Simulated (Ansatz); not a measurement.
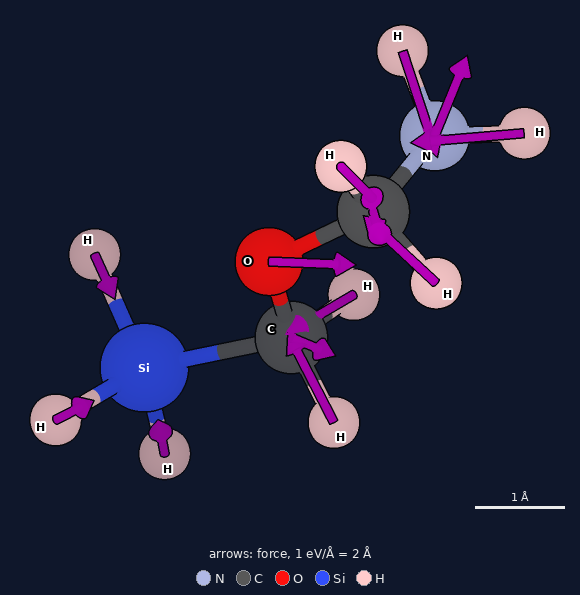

Starting geometry of C₂H₉NOSi with the computed forces as purple arrows. A ball-and-stick model, seen from a free direction.

The start comes from PBE-D4/def2-SVP.

The calculation used RKS PBE0-D4/def2-TZVP (Ansatz). Set-up: force threshold 0.005 eV/Å; at most 150 steps.

**What follows when this structure is relaxed?**

It isn't relaxed: the largest force vector, on an H atom, is 0.65 eV/Å. The final displacements have little in common with the starting forces (cosine between the two patterns 0.19). Over 9 accepted moves (10 points after the start) the energy falls by 0.056 eV. Largest force component: 0.57 eV/Å at the start, 0.0022 eV/Å at the end. The line search rejected the trial step at point 8 of the run. An H atom moves most after the best rigid fit: 0.13 Å. Largest moves by element: H 0.13 Å, O 0.11 Å, C 0.08 Å, N 0.06 Å, Si 0.03 Å. Among the contacts that change: C–H 1.119 → 1.100 Å, C–Si 1.901 → 1.883 Å, H–Si 1.507 → 1.489 Å, H–N 1.025 → 1.010 Å. The run took 38 s on 4 threads of Arm Neoverse V2 (shared host).
